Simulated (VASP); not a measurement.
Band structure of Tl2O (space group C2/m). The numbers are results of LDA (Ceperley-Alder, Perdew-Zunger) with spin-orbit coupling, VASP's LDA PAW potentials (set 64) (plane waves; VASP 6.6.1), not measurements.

The path is coarsely sampled, so an indirect gap can come out somewhat too large.

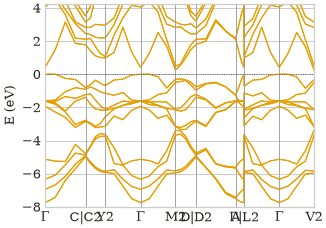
Bands along high-symmetry lines, zero at the valence-band maximum or, without a gap, the Fermi level

Read the plot: is there a gap, and where are the band edges?

The gap is indirect, 0.25 eV, from the valence maximum at Γ-C at 0.25 to the conduction minimum at V2.

The structure comes from a computed database's Tl2O entry (C2/m); how it stands against other phases isn't given here. It was relaxed first, which changed the volume by -11 %.
